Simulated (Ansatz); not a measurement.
# H3O+ (oxonium): levels of theory compared

Aim: a comparison of 6 runs (BLYP/6-31G, wB97M-V/3-21G, UMP2/3-21G, UMP2/6-31G, CCSDTQ/6-31G, UCCSD(T)/6-31G) of H3O+ (oxonium). 

The results are computed with Ansatz 0.2.0.

## (1) Starting point

H3O+ has 4 atoms, charge +1, and is taken as a singlet. As SMILES, `[OH3+]`. The H4–O1 distance was set to 2.459 Å, away from the relaxed value. At this shape a bond of the SMILES string is far longer than usual.

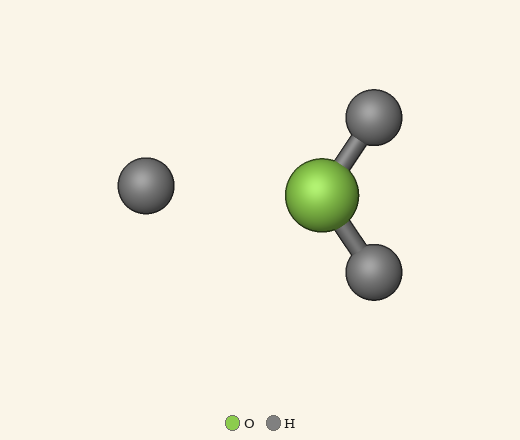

The structure, seen from a chosen angle (oxygen green, hydrogen grey).

## (2) The energy at BLYP/6-31G (run 1)

The input, in.yaml:

```yaml
crystal:
  periodic: [false, false, false]
  atoms:
    - symbol: O
      position_ang: [0.485438, 0.585169, -1.351467]
    - symbol: H
      position_ang: [0.503618, 1.565629, -1.278097]
    - symbol: H
      position_ang: [-0.124022, 0.279569, -2.060247]
    - symbol: H
      position_ang: [0.003130, -0.491800, 0.806120]
basis:
  gaussian: {orbitals: 6-31G}
total_charge: 1
hamiltonian: {xc: {name: BLYP}}
accuracy: high
```

Started as:

```
ansatz run in.yaml --threads 1 --pin off --max-ram 2610MiB --events-out events.jsonl --progress --plain --runs-dir runs
```

Standard output:

```text
Warning: RAYON_NUM_THREADS=1 ignored (pool sized by the plan → 1); use --threads N
Functional definition: BLYP
  name "BLYP"
  parameter beta = 0.0042
  parameter a = 0.04918
  parameter b = 0.132
  parameter c = 0.2533
  parameter d = 0.349
  exchange = b88_x(beta = beta)
  correlation = lyp_c(a = a, b = b, c = c, d = d)
281 factors; integrals over basis functions are off by at most 6.7e-9 eV
mean field evaluation 1: about -2057.3212 eV, gradient 1.1e2 eV
mean field evaluation 2: about -1973.9870 eV, gradient 1.7e2 eV
mean field evaluation 4: about -2053.1928 eV, gradient 6.7e1 eV
mean field evaluation 8: about -2076.4263 eV, gradient 4.0e1 eV
mean field evaluation 16: about -2081.0469 eV, gradient 2.1e-5 eV
mean field -2081.04692257 eV, -76.4770638202 hartree, gradient 7.9e-9 eV, S^2 0.000000; 0 other end points of the search recorded, 0 dependent functions left out
reference -2081.04695229 eV, -76.4770649124 hartree; 5, 5 occupied and 10, 10 virtual orbitals, 281 factors
Total energy: -2081.04695229 eV, -76.4770649124 hartree
```

Wall time 0.22 s (1 thread of AMD EPYC 9R45 (Zen 5), shared host).

## (3) The energy at wB97M-V/3-21G (run 2)

The input, input.yaml:

```yaml
crystal:
  periodic: [false, false, false]
  atoms:
    - symbol: O
      position_ang: [0.485438, 0.585169, -1.351467]
    - symbol: H
      position_ang: [0.503618, 1.565629, -1.278097]
    - symbol: H
      position_ang: [-0.124022, 0.279569, -2.060247]
    - symbol: H
      position_ang: [0.003130, -0.491800, 0.806120]
basis:
  gaussian:
    orbitals: 3-21G.json
hamiltonian:
  xc: {name: wB97M-V}
total_charge: 1
accuracy: high
```

The basis set 3-21G is read from a file made from the Basis Set Exchange's data (not shown).

Started as:

```
ansatz run input.yaml --threads 1 --pin off --max-ram 2610MiB --events-out events.jsonl --progress --plain --runs-dir runs
```

Standard output, shortened:

```text
Warning: RAYON_NUM_THREADS=1 ignored (pool sized by the plan → 1); use --threads N
Functional definition: wB97M-V
  name "wB97M-V"
[...]
  gx(w, u) = 1 - cx + cx01*u + cx10*w
  gss(w, u) = css00 + css04*u^4 + css10*w + css20*w^2 + css43*w^4*u^3
  gos(w, u) = cos00 + cos10*w + (cos20 + cos21*u)*w^2 + (cos60 + cos61*u)*w^6
[...]
      + integral(e_c_pw_mod_opposite_spin*gos(b97_w_opposite, b97_u_opposite)) + vv10(b, c)
225 factors; integrals over basis functions are off by at most 3.4e-9 eV
108 factors; integrals over basis functions are off by at most 1.4e-9 eV
[...]
mean field -2069.03680409 eV, -76.0357001067 hartree, gradient 4.5e-9 eV, S^2 0.000000; 0 other end points of the search recorded, 0 dependent functions left out
reference -2069.03680604 eV, -76.0357001785 hartree; 5, 5 occupied and 10, 10 virtual orbitals, 225 factors
Total energy: -2069.03680604 eV, -76.0357001785 hartree
```

Wall time 1.9 s (1 thread of AMD EPYC 9R45 (Zen 5), shared host); peak memory 0.19 GiB.

Runs 3 to 5 aren't shown in full; the table further down has their settings and results.

## (4) A single-point energy at UCCSD(T)/6-31G (run 6)

in.yaml, as its differences from that of step 2:

```diff
@@ -12,5 +12,13 @@
 basis:
-  gaussian: {orbitals: 6-31G}
+  gaussian:
+    orbitals: 6-31G
+accuracy: high
+scf:
+  omitted_lower_state_checks: [cluster_reference, increment]
 total_charge: 1
-hamiltonian: {xc: {name: BLYP}}
-accuracy: high
+correlation:
+  method: ccsd_t
+  frozen_orbitals: {H: 0, O: 1}
+magnetization:
+  spin_polarized: true
+  initial_magnetization: 0
```

Started as:

```
ansatz run in.yaml --threads 1 --pin off --max-ram 2610MiB --events-out events.jsonl --progress --plain --runs-dir runs
```

Standard output, shortened:

```text
Warning: RAYON_NUM_THREADS=1 ignored (pool sized by the plan → 1); use --threads N
Functional definition: HF
  name "HF"
[...]
281 factors; integrals over basis functions are off by at most 6.7e-9 eV
[...]
mean field -2070.43325425 eV, -76.0870187035 hartree, gradient 1.7e-8 eV, S^2 0.955749; 12 other end points of the search recorded, 0 dependent functions left out
1 core orbitals not correlated: weight in the atoms' cores, before any rotation towards them, 1.000 or more for the frozen orbitals, at most 0.000 for the correlated occupied ones
reference -2070.43325425 eV, -76.0870187035 hartree; 4, 4 occupied and 10, 10 virtual orbitals, 281 factors
second order -2.57609712 eV of doubles, -0.00000000 eV of singles
cycle   1  -2.76419687 eV  change   -1.9e-1 eV  update   5.8e-2
[...]
cycle  44  -3.22623615 eV  change  -3.7e-10 eV  update  1.6e-10
perturbative correction -0.03130922 eV, -0.0011505927 hartree
Total energy: -2073.69079962 eV, -76.2067312881 hartree
Checks for a lower state left out: cluster_reference, increment
```

Run time: 0.14 s. Hardware: 1 thread of AMD EPYC 9R45 (Zen 5), shared host.

## (5) All runs side by side

```
run           level  frozen core orbitals  energy (Eh)  wall time
  1      BLYP/6-31G                     –   -76.477065     0.22 s
  2   wB97M-V/3-21G                     –   -76.035700      1.9 s
  3      UMP2/3-21G                     1   -75.799132     0.06 s
  4      UMP2/6-31G                     1   -76.181689     0.08 s
  5    CCSDTQ/6-31G                     1   -76.210872      1.6 s
  6  UCCSD(T)/6-31G                     1   -76.206731     0.14 s
```

## (6) Summary of results

| quantity | value |
| --- | --- |
| run 6: total energy | -76.20673 Eh |
| run 6: correlation energy (1 core orbital frozen) | -119.7 mEh |
| run 6: (T) correction | -1.15 mEh |
| run 6: ⟨S²⟩ of the reference determinant | 0.956 |
| run 6: T1 diagnostic | 0.156 |

In words: Totals of different functionals can't be ranked against each other. In run 5 the log says that unrestricted orbitals would lower the reference, so the values rest on an unstable closed-shell determinant (other closed-shell runs at this shape may share the fault). Spin contamination of the reference: run 3 ⟨S²⟩ = 0.97, run 4 ⟨S²⟩ = 0.96, run 6 ⟨S²⟩ = 0.96. Where it is this large, the reference is a mixture of spin states, and values that rest on it are in doubt. All runs together took 4 s, the longest 1.9 s.
